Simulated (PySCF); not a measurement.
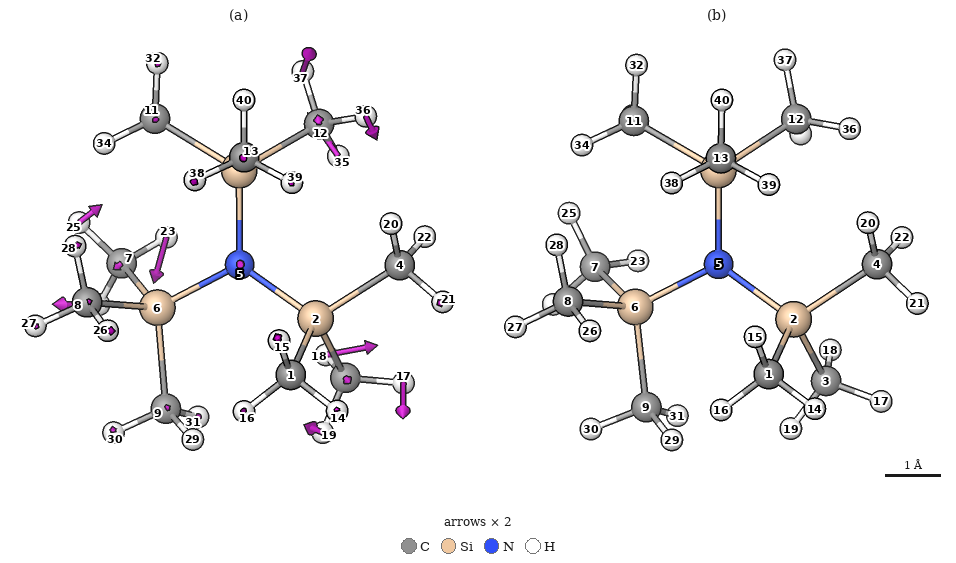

The structure of C9H27NSi3 before (left) and after (right) a relaxation, at one scale. The purple arrows give the displacements, 2 times their true length.

A ball-and-stick model, seen at a tilt.

The start comes from GFN2-xTB. Its atoms were then displaced at random by about 0.01 Å.

Method: PBE0-D3(BJ)/def2-SVP geometry optimisation, gas phase in PySCF. 

### Summarise the run.

After 16 geometry steps the energy has fallen by 0.364 eV. The largest moves after the best rigid fit, 0.52 Å, are those of H atoms. By element the largest moves are H 0.52 Å, C 0.11 Å, N 0.08 Å, Si 0.04 Å. Near-neighbour distances that change, for instance: C–Si 1.925 → 1.884 Å, C–H 1.064 → 1.102 Å, C–Si 1.901 → 1.886 Å, C–H 1.117 → 1.103 Å. Bond angles that change, for instance: Si–C–H 110.6° → 106.3°, H–C–H 103.3° → 107.3°, H–C–H 110.7° → 107.5°. Groups turn about C–Si by about 25°, C–Si by about 25°, C–Si by about 25°. Cost: 14 min on 2 threads of Intel(R) Xeon(R) Platinum 8488C (shared host).
